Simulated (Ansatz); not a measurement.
BSiH4ClOF2: molecular dynamics (part 1 of 5)

BSiH4ClOF2, computed with RKS B3LYP-D4/def2-SVP (Ansatz 0.2.0).

It belongs to a series of runs on one base structure; here: dynamics from the highest image of the converged band. Figures and captions count atoms from 1; the log counts them from 0 in places.

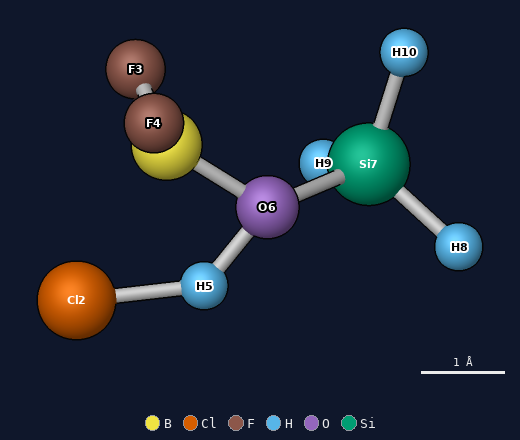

Fig. 1: The starting structure (ball-and-stick view, seen at a tilt; atoms are numbered from 1 in the order of the input). Bond lengths as drawn: B–F 1.33 Å, B–O 1.48 Å, Cl–H 1.56 Å, H–O 1.23 Å, H–Si 1.48 Å and O–Si 1.72 Å.

Input:
```yaml
crystal:
  periodic: [false, false, false]
  atoms:
    - { symbol: B, position_ang: [-1.362975, -0.083415, 0.100586] }
    - { symbol: Cl, position_ang: [-1.349362, -2.295762, 0.062343] }
    - { symbol: F, position_ang: [-1.533813, 0.362632, -1.145424] }
    - { symbol: F, position_ang: [-2.226003, 0.280571, 1.037962] }
    - { symbol: H, position_ang: [-0.141275, -1.405339, 0.470988] }
    - { symbol: O, position_ang: [0.0494, -0.191209, 0.526717] }
    - { symbol: Si, position_ang: [1.38185, 0.670862, -0.146122] }
    - { symbol: H, position_ang: [2.525727, 0.374755, 0.748338] }
    - { symbol: H, position_ang: [1.635554, 0.178687, -1.522691] }
    - { symbol: H, position_ang: [1.020897, 2.108316, -0.132699] }
basis:
  gaussian: { orbitals: def2-SVP }
hamiltonian:
  xc: b3lyp
  dispersion: d4
md:
  timestep: 0.5
  n_steps: 183
  ensemble: nve
  temperature: 100.0
  initial_velocities: maxwell_boltzmann
  seed: 10000
```

Run as:
```bash
ansatz run input.yaml --threads 2 --pin off --max-ram 3072MiB --backend cpu --events-out ev --progress --plain --runs-dir out
```

The program's output:
```
Engine: ansatz 0.2.0, x86_64-unknown-linux-gnu
Functional definition: B3LYP
  parameter a0 = 0.2
  parameter ax = 0.72
  parameter ac = 0.81
  exchange = (1 - a0 - ax)*slater_x + ax*b88_x + a0*exact_x
  correlation = (1 - ac)*vwn_rpa_c + ac*lyp_c
1150 factors; integrals over basis functions are off by at most 3.4e-4 eV
mean field evaluation 1: about -28611.2309 eV, gradient 5.3e1 eV
mean field evaluation 2: about -28605.2621 eV, gradient 8.1e1 eV
mean field evaluation 4: about -28615.6491 eV, gradient 3.1e0 eV
mean field evaluation 8: about -28615.7109 eV, gradient 4.4e-2 eV
mean field -28615.71085581 eV, -1051.6079775254 hartree, gradient 3.8e-5 eV, S^2 0.000000; 0 other end points of the search recorded, 0 dependent functions left out
the calculation of the forces begins
reference -28615.71110830 eV, -1051.6079868042 hartree; 33, 33 occupied and 79, 79 virtual orbitals, 1150 factors
md step     0: t =     0.00 fs  T =   100.0 K  F+E_penalty+E_count = -28616.08365180 eV  E_kin = 0.103408 eV  conserved = -28615.98024380 eV  (26 SCF iters)
these checks for a lower state are left out or cut short: starts, cluster_reference, orbital_swaps, neighbouring_geometries, increment
1150 factors; integrals over basis functions are off by at most 3.4e-4 eV
mean field evaluation 16: about -28615.6627 eV, gradient 5.4e-1 eV
mean field -28615.70952786 eV, -1051.6079287244 hartree, gradient 8.4e-6 eV, S^2 0.000000; 0 other end points of the search recorded, 0 dependent functions left out
the calculation of the forces begins
reference -28615.70978033 eV, -1051.6079380023 hartree; 33, 33 occupied and 79, 79 virtual orbitals, 1150 factors
md step     1: t =     0.50 fs  T =    98.6 K  F+E_penalty+E_count = -28616.08221545 eV  E_kin = 0.101987 eV  conserved = -28615.98022825 eV  (25 SCF iters)
[... from here on the SCF iterations and repeated set-up lines of each step are left out, up to the last step ...]
md step     2: t =     1.00 fs  T =    94.7 K  F+E_penalty+E_count = -28616.07806900 eV  E_kin = 0.097882 eV  conserved = -28615.98018670 eV  (25 SCF iters)
md step     3: t =     1.50 fs  T =    88.7 K  F+E_penalty+E_count = -28616.07186519 eV  E_kin = 0.091739 eV  conserved = -28615.98012621 eV  (25 SCF iters)
md step     4: t =     2.00 fs  T =    81.7 K  F+E_penalty+E_count = -28616.06455669 eV  E_kin = 0.084499 eV  conserved = -28615.98005767 eV  (25 SCF iters)
md step     5: t =     2.50 fs  T =    74.7 K  F+E_penalty+E_count = -28616.05723109 eV  E_kin = 0.077239 eV  conserved = -28615.97999181 eV  (24 SCF iters)
md step     6: t =     3.00 fs  T =    68.6 K  F+E_penalty+E_count = -28616.05092861 eV  E_kin = 0.070989 eV  conserved = -28615.97994008 eV  (24 SCF iters)
md step     7: t =     3.50 fs  T =    64.4 K  F+E_penalty+E_count = -28616.04646623 eV  E_kin = 0.066556 eV  conserved = -28615.97991070 eV  (24 SCF iters)
md step     8: t =     4.00 fs  T =    62.3 K  F+E_penalty+E_count = -28616.04430902 eV  E_kin = 0.064402 eV  conserved = -28615.97990703 eV  (24 SCF iters)
md step     9: t =     4.50 fs  T =    62.5 K  F+E_penalty+E_count = -28616.04451325 eV  E_kin = 0.064585 eV  conserved = -28615.97992806 eV  (24 SCF iters)
md step    10: t =     5.00 fs  T =    64.6 K  F+E_penalty+E_count = -28616.04674825 eV  E_kin = 0.066781 eV  conserved = -28615.97996731 eV  (24 SCF iters)
md step    11: t =     5.50 fs  T =    68.1 K  F+E_penalty+E_count = -28616.05039497 eV  E_kin = 0.070380 eV  conserved = -28615.98001543 eV  (25 SCF iters)
md step    12: t =     6.00 fs  T =    72.2 K  F+E_penalty+E_count = -28616.05469361 eV  E_kin = 0.074633 eV  conserved = -28615.98006111 eV  (25 SCF iters)
md step    13: t =     6.50 fs  T =    76.2 K  F+E_penalty+E_count = -28616.05891486 eV  E_kin = 0.078819 eV  conserved = -28615.98009568 eV  (25 SCF iters)
md step    14: t =     7.00 fs  T =    79.7 K  F+E_penalty+E_count = -28616.06251366 eV  E_kin = 0.082403 eV  conserved = -28615.98011097 eV  (25 SCF iters)
md step    15: t =     7.50 fs  T =    82.3 K  F+E_penalty+E_count = -28616.06525280 eV  E_kin = 0.085149 eV  conserved = -28615.98010347 eV  (25 SCF iters)
md step    16: t =     8.00 fs  T =    84.3 K  F+E_penalty+E_count = -28616.06726687 eV  E_kin = 0.087194 eV  conserved = -28615.98007239 eV  (32 SCF iters)
md step    17: t =     8.50 fs  T =    86.1 K  F+E_penalty+E_count = -28616.06906620 eV  E_kin = 0.089044 eV  conserved = -28615.98002228 eV  (32 SCF iters)
md step    18: t =     9.00 fs  T =    88.5 K  F+E_penalty+E_count = -28616.07146850 eV  E_kin = 0.091506 eV  conserved = -28615.97996213 eV  (32 SCF iters)
md step    19: t =     9.50 fs  T =    92.4 K  F+E_penalty+E_count = -28616.07546418 eV  E_kin = 0.095559 eV  conserved = -28615.97990479 eV  (27 SCF iters)
md step    20: t =    10.00 fs  T =    98.8 K  F+E_penalty+E_count = -28616.08202359 eV  E_kin = 0.102159 eV  conserved = -28615.97986415 eV  (32 SCF iters)
md step    21: t =    10.50 fs  T =   108.3 K  F+E_penalty+E_count = -28616.09187379 eV  E_kin = 0.112018 eV  conserved = -28615.97985549 eV  (32 SCF iters)
md step    22: t =    11.00 fs  T =   121.3 K  F+E_penalty+E_count = -28616.10527374 eV  E_kin = 0.125383 eV  conserved = -28615.97989124 eV  (32 SCF iters)
md step    23: t =    11.50 fs  T =   137.2 K  F+E_penalty+E_count = -28616.12183989 eV  E_kin = 0.141864 eV  conserved = -28615.97997595 eV  (32 SCF iters)
md step    24: t =    12.00 fs  T =   155.1 K  F+E_penalty+E_count = -28616.14048277 eV  E_kin = 0.160378 eV  conserved = -28615.98010472 eV  (32 SCF iters)
md step    25: t =    12.50 fs  T =   173.3 K  F+E_penalty+E_count = -28616.15950524 eV  E_kin = 0.179248 eV  conserved = -28615.98025716 eV  (31 SCF iters, 3 dispersion substeps)
md step    26: t =    13.00 fs  T =   190.0 K  F+E_penalty+E_count = -28616.17691500 eV  E_kin = 0.196517 eV  conserved = -28615.98039760 eV  (31 SCF iters, 3 dispersion substeps)
md step    27: t =    13.50 fs  T =   203.5 K  F+E_penalty+E_count = -28616.19096117 eV  E_kin = 0.210479 eV  conserved = -28615.98048187 eV  (31 SCF iters, 3 dispersion substeps)
md step    28: t =    14.00 fs  T =   213.1 K  F+E_penalty+E_count = -28616.20080325 eV  E_kin = 0.220337 eV  conserved = -28615.98046586 eV  (32 SCF iters, 3 dispersion substeps)
md step    29: t =    14.50 fs  T =   219.3 K  F+E_penalty+E_count = -28616.20711843 eV  E_kin = 0.226786 eV  conserved = -28615.98033200 eV  (32 SCF iters, 3 dispersion substeps)
md step    30: t =    15.00 fs  T =   224.5 K  F+E_penalty+E_count = -28616.21230044 eV  E_kin = 0.232190 eV  conserved = -28615.98011074 eV  (32 SCF iters, 3 dispersion substeps)
md step    31: t =    15.50 fs  T =   232.1 K  F+E_penalty+E_count = -28616.21994217 eV  E_kin = 0.240058 eV  conserved = -28615.97988466 eV  (32 SCF iters, 3 dispersion substeps)
md step    32: t =    16.00 fs  T =   245.5 K  F+E_penalty+E_count = -28616.23357454 eV  E_kin = 0.253817 eV  conserved = -28615.97975767 eV  (31 SCF iters, 3 dispersion substeps)
md step    33: t =    16.50 fs  T =   266.3 K  F+E_penalty+E_count = -28616.25513100 eV  E_kin = 0.275331 eV  conserved = -28615.97979984 eV  (32 SCF iters, 3 dispersion substeps)
md step    34: t =    17.00 fs  T =   293.9 K  F+E_penalty+E_count = -28616.28394363 eV  E_kin = 0.303942 eV  conserved = -28615.98000209 eV  (31 SCF iters, 3 dispersion substeps)
md step    35: t =    17.50 fs  T =   325.5 K  F+E_penalty+E_count = -28616.31688900 eV  E_kin = 0.336605 eV  conserved = -28615.98028415 eV  (32 SCF iters, 3 dispersion substeps)
md step    36: t =    18.00 fs  T =   356.9 K  F+E_penalty+E_count = -28616.34959970 eV  E_kin = 0.369059 eV  conserved = -28615.98054067 eV  (32 SCF iters, 3 dispersion substeps)
md step    37: t =    18.50 fs  T =   384.3 K  F+E_penalty+E_count = -28616.37805599 eV  E_kin = 0.397361 eV  conserved = -28615.98069475 eV  (29 SCF iters, 3 dispersion substeps)
md step    38: t =    19.00 fs  T =   405.2 K  F+E_penalty+E_count = -28616.39977946 eV  E_kin = 0.419058 eV  conserved = -28615.98072134 eV  (32 SCF iters, 3 dispersion substeps)
md step    39: t =    19.50 fs  T =   419.3 K  F+E_penalty+E_count = -28616.41425754 eV  E_kin = 0.433618 eV  conserved = -28615.98063998 eV  (32 SCF iters, 3 dispersion substeps)
md step    40: t =    20.00 fs  T =   427.6 K  F+E_penalty+E_count = -28616.42268742 eV  E_kin = 0.442196 eV  conserved = -28615.98049136 eV  (32 SCF iters, 3 dispersion substeps)
md step    41: t =    20.50 fs  T =   432.3 K  F+E_penalty+E_count = -28616.42736312 eV  E_kin = 0.447044 eV  conserved = -28615.98031945 eV  (32 SCF iters, 3 dispersion substeps)
md step    42: t =    21.00 fs  T =   436.0 K  F+E_penalty+E_count = -28616.43099554 eV  E_kin = 0.450836 eV  conserved = -28615.98015912 eV  (31 SCF iters, 3 dispersion substeps)
md step    43: t =    21.50 fs  T =   441.1 K  F+E_penalty+E_count = -28616.43614069 eV  E_kin = 0.456103 eV  conserved = -28615.98003736 eV  (32 SCF iters, 3 dispersion substeps)
md step    44: t =    22.00 fs  T =   449.5 K  F+E_penalty+E_count = -28616.44476833 eV  E_kin = 0.464797 eV  conserved = -28615.97997139 eV  (32 SCF iters, 3 dispersion substeps)
md step    45: t =    22.50 fs  T =   462.2 K  F+E_penalty+E_count = -28616.45796428 eV  E_kin = 0.477991 eV  conserved = -28615.97997357 eV  (31 SCF iters, 3 dispersion substeps)
md step    46: t =    23.00 fs  T =   479.3 K  F+E_penalty+E_count = -28616.47572755 eV  E_kin = 0.495677 eV  conserved = -28615.98005087 eV  (31 SCF iters, 3 dispersion substeps)
md step    47: t =    23.50 fs  T =   499.6 K  F+E_penalty+E_count = -28616.49686676 eV  E_kin = 0.516664 eV  conserved = -28615.98020231 eV  (32 SCF iters, 3 dispersion substeps)
md step    48: t =    24.00 fs  T =   520.9 K  F+E_penalty+E_count = -28616.51904320 eV  E_kin = 0.538633 eV  conserved = -28615.98041046 eV  (32 SCF iters, 3 dispersion substeps)
md step    49: t =    24.50 fs  T =   540.0 K  F+E_penalty+E_count = -28616.53906800 eV  E_kin = 0.558433 eV  conserved = -28615.98063540 eV  (32 SCF iters, 3 dispersion substeps)
md step    50: t =    25.00 fs  T =   553.9 K  F+E_penalty+E_count = -28616.55356266 eV  E_kin = 0.572754 eV  conserved = -28615.98080831 eV  (32 SCF iters, 3 dispersion substeps)
md step    51: t =    25.50 fs  T =   560.1 K  F+E_penalty+E_count = -28616.56003207 eV  E_kin = 0.579188 eV  conserved = -28615.98084400 eV  (32 SCF iters, 3 dispersion substeps)
md step    52: t =    26.00 fs  T =   558.4 K  F+E_penalty+E_count = -28616.55814310 eV  E_kin = 0.577466 eV  conserved = -28615.98067749 eV  (32 SCF iters, 3 dispersion substeps)
md step    53: t =    26.50 fs  T =   551.5 K  F+E_penalty+E_count = -28616.55063926 eV  E_kin = 0.570320 eV  conserved = -28615.98031880 eV  (32 SCF iters, 3 dispersion substeps)
md step    54: t =    27.00 fs  T =   544.6 K  F+E_penalty+E_count = -28616.54308337 eV  E_kin = 0.563190 eV  conserved = -28615.97989325 eV  (32 SCF iters, 3 dispersion substeps)
md step    55: t =    27.50 fs  T =   543.8 K  F+E_penalty+E_count = -28616.54191450 eV  E_kin = 0.562307 eV  conserved = -28615.97960732 eV  (31 SCF iters, 3 dispersion substeps)
md step    56: t =    28.00 fs  T =   552.9 K  F+E_penalty+E_count = -28616.55137906 eV  E_kin = 0.571750 eV  conserved = -28615.97962945 eV  (27 SCF iters, 3 dispersion substeps)
md step    57: t =    28.50 fs  T =   571.6 K  F+E_penalty+E_count = -28616.57107783 eV  E_kin = 0.591109 eV  conserved = -28615.97996924 eV  (31 SCF iters, 3 dispersion substeps)
md step    58: t =    29.00 fs  T =   595.1 K  F+E_penalty+E_count = -28616.59585461 eV  E_kin = 0.615392 eV  conserved = -28615.98046279 eV  (31 SCF iters, 3 dispersion substeps)
md step    59: t =    29.50 fs  T =   616.3 K  F+E_penalty+E_count = -28616.61819885 eV  E_kin = 0.637313 eV  conserved = -28615.98088616 eV  (32 SCF iters, 3 dispersion substeps)
md step    60: t =    30.00 fs  T =   629.1 K  F+E_penalty+E_count = -28616.63157855 eV  E_kin = 0.650493 eV  conserved = -28615.98108556 eV  (32 SCF iters, 3 dispersion substeps)
md step    61: t =    30.50 fs  T =   630.3 K  F+E_penalty+E_count = -28616.63280816 eV  E_kin = 0.651778 eV  conserved = -28615.98103029 eV  (32 SCF iters, 3 dispersion substeps)
md step    62: t =    31.00 fs  T =   620.7 K  F+E_penalty+E_count = -28616.62261834 eV  E_kin = 0.641828 eV  conserved = -28615.98079024 eV  (32 SCF iters, 3 dispersion substeps)
md step    63: t =    31.50 fs  T =   603.7 K  F+E_penalty+E_count = -28616.60474329 eV  E_kin = 0.624292 eV  conserved = -28615.98045177 eV  (32 SCF iters, 3 dispersion substeps)
md step    64: t =    32.00 fs  T =   584.4 K  F+E_penalty+E_count = -28616.58445916 eV  E_kin = 0.604346 eV  conserved = -28615.98011321 eV  (32 SCF iters, 3 dispersion substeps)
md step    65: t =    32.50 fs  T =   567.9 K  F+E_penalty+E_count = -28616.56711736 eV  E_kin = 0.587277 eV  conserved = -28615.97983988 eV  (32 SCF iters, 3 dispersion substeps)
md step    66: t =    33.00 fs  T =   558.4 K  F+E_penalty+E_count = -28616.55708493 eV  E_kin = 0.577415 eV  conserved = -28615.97967036 eV  (31 SCF iters, 3 dispersion substeps)
md step    67: t =    33.50 fs  T =   558.4 K  F+E_penalty+E_count = -28616.55709177 eV  E_kin = 0.577470 eV  conserved = -28615.97962206 eV  (32 SCF iters, 3 dispersion substeps)
md step    68: t =    34.00 fs  T =   568.8 K  F+E_penalty+E_count = -28616.56791713 eV  E_kin = 0.588219 eV  conserved = -28615.97969810 eV  (32 SCF iters, 3 dispersion substeps)
md step    69: t =    34.50 fs  T =   588.4 K  F+E_penalty+E_count = -28616.58832810 eV  E_kin = 0.608438 eV  conserved = -28615.97988975 eV  (32 SCF iters, 3 dispersion substeps)
md step    70: t =    35.00 fs  T =   614.1 K  F+E_penalty+E_count = -28616.61523031 eV  E_kin = 0.635055 eV  conserved = -28615.98017552 eV  (32 SCF iters, 3 dispersion substeps)
md step    71: t =    35.50 fs  T =   641.7 K  F+E_penalty+E_count = -28616.64404732 eV  E_kin = 0.663532 eV  conserved = -28615.98051545 eV  (32 SCF iters, 3 dispersion substeps)
md step    72: t =    36.00 fs  T =   665.9 K  F+E_penalty+E_count = -28616.66939992 eV  E_kin = 0.688555 eV  conserved = -28615.98084495 eV  (31 SCF iters, 3 dispersion substeps)
md step    73: t =    36.50 fs  T =   681.8 K  F+E_penalty+E_count = -28616.68616179 eV  E_kin = 0.705086 eV  conserved = -28615.98107560 eV  (31 SCF iters, 3 dispersion substeps)
md step    74: t =    37.00 fs  T =   686.4 K  F+E_penalty+E_count = -28616.69086317 eV  E_kin = 0.709754 eV  conserved = -28615.98110957 eV  (27 SCF iters, 3 dispersion substeps)
md step    75: t =    37.50 fs  T =   679.1 K  F+E_penalty+E_count = -28616.68316537 eV  E_kin = 0.702282 eV  conserved = -28615.98088314 eV  (31 SCF iters, 3 dispersion substeps)
md step    76: t =    38.00 fs  T =   663.7 K  F+E_penalty+E_count = -28616.66674587 eV  E_kin = 0.686320 eV  conserved = -28615.98042552 eV  (31 SCF iters, 3 dispersion substeps)
md step    77: t =    38.50 fs  T =   646.8 K  F+E_penalty+E_count = -28616.64874278 eV  E_kin = 0.668851 eV  conserved = -28615.97989223 eV  (31 SCF iters, 3 dispersion substeps)
md step    78: t =    39.00 fs  T =   636.1 K  F+E_penalty+E_count = -28616.63733612 eV  E_kin = 0.657826 eV  conserved = -28615.97950992 eV  (31 SCF iters, 3 dispersion substeps)
md step    79: t =    39.50 fs  T =   637.1 K  F+E_penalty+E_count = -28616.63828376 eV  E_kin = 0.658816 eV  conserved = -28615.97946794 eV  (29 SCF iters, 3 dispersion substeps)
md step    80: t =    40.00 fs  T =   650.3 K  F+E_penalty+E_count = -28616.65225145 eV  E_kin = 0.672487 eV  conserved = -28615.97976490 eV  (30 SCF iters, 3 dispersion substeps)
md step    81: t =    40.50 fs  T =   671.6 K  F+E_penalty+E_count = -28616.67476006 eV  E_kin = 0.694527 eV  conserved = -28615.98023305 eV  (31 SCF iters, 3 dispersion substeps)
md step    82: t =    41.00 fs  T =   694.3 K  F+E_penalty+E_count = -28616.69863837 eV  E_kin = 0.717985 eV  conserved = -28615.98065344 eV  (31 SCF iters, 3 dispersion substeps)
md step    83: t =    41.50 fs  T =   712.1 K  F+E_penalty+E_count = -28616.71730410 eV  E_kin = 0.736416 eV  conserved = -28615.98088760 eV  (31 SCF iters, 3 dispersion substeps)
md step    84: t =    42.00 fs  T =   721.5 K  F+E_penalty+E_count = -28616.72698569 eV  E_kin = 0.746088 eV  conserved = -28615.98089780 eV  (30 SCF iters, 3 dispersion substeps)
md step    85: t =    42.50 fs  T =   721.9 K  F+E_penalty+E_count = -28616.72728025 eV  E_kin = 0.746530 eV  conserved = -28615.98075074 eV  (31 SCF iters, 3 dispersion substeps)
md step    86: t =    43.00 fs  T =   715.4 K  F+E_penalty+E_count = -28616.72034883 eV  E_kin = 0.739830 eV  conserved = -28615.98051881 eV  (32 SCF iters, 3 dispersion substeps)
md step    87: t =    43.50 fs  T =   705.4 K  F+E_penalty+E_count = -28616.70972124 eV  E_kin = 0.729443 eV  conserved = -28615.98027797 eV  (32 SCF iters, 3 dispersion substeps)
md step    88: t =    44.00 fs  T =   695.4 K  F+E_penalty+E_count = -28616.69916190 eV  E_kin = 0.719088 eV  conserved = -28615.98007438 eV  (31 SCF iters, 3 dispersion substeps)
md step    89: t =    44.50 fs  T =   688.5 K  F+E_penalty+E_count = -28616.69190080 eV  E_kin = 0.711966 eV  conserved = -28615.97993443 eV  (32 SCF iters, 3 dispersion substeps)
md step    90: t =    45.00 fs  T =   686.9 K  F+E_penalty+E_count = -28616.69017141 eV  E_kin = 0.710300 eV  conserved = -28615.97987189 eV  (25 SCF iters, 3 dispersion substeps)
md step    91: t =    45.50 fs  T =   691.5 K  F+E_penalty+E_count = -28616.69495883 eV  E_kin = 0.715064 eV  conserved = -28615.97989445 eV  (24 SCF iters, 3 dispersion substeps)
md step    92: t =    46.00 fs  T =   701.9 K  F+E_penalty+E_count = -28616.70587189 eV  E_kin = 0.725867 eV  conserved = -28615.98000497 eV  (27 SCF iters, 3 dispersion substeps)
md step    93: t =    46.50 fs  T =   716.5 K  F+E_penalty+E_count = -28616.72111696 eV  E_kin = 0.740927 eV  conserved = -28615.98018952 eV  (32 SCF iters, 3 dispersion substeps)
md step    94: t =    47.00 fs  T =   732.3 K  F+E_penalty+E_count = -28616.73767887 eV  E_kin = 0.757244 eV  conserved = -28615.98043494 eV  (31 SCF iters, 3 dispersion substeps)
md step    95: t =    47.50 fs  T =   745.6 K  F+E_penalty+E_count = -28616.75173629 eV  E_kin = 0.771054 eV  conserved = -28615.98068236 eV  (30 SCF iters, 3 dispersion substeps)
md step    96: t =    48.00 fs  T =   753.0 K  F+E_penalty+E_count = -28616.75955657 eV  E_kin = 0.778706 eV  conserved = -28615.98085068 eV  (30 SCF iters, 3 dispersion substeps)
md step    97: t =    48.50 fs  T =   752.3 K  F+E_penalty+E_count = -28616.75876056 eV  E_kin = 0.777911 eV  conserved = -28615.98084930 eV  (30 SCF iters, 3 dispersion substeps)
md step    98: t =    49.00 fs  T =   743.7 K  F+E_penalty+E_count = -28616.74966800 eV  E_kin = 0.769042 eV  conserved = -28615.98062556 eV  (31 SCF iters, 3 dispersion substeps)
md step    99: t =    49.50 fs  T =   730.9 K  F+E_penalty+E_count = -28616.73599487 eV  E_kin = 0.755770 eV  conserved = -28615.98022447 eV  (30 SCF iters, 3 dispersion substeps)
md step   100: t =    50.00 fs  T =   719.7 K  F+E_penalty+E_count = -28616.72405089 eV  E_kin = 0.744240 eV  conserved = -28615.97981132 eV  (31 SCF iters, 3 dispersion substeps)
```
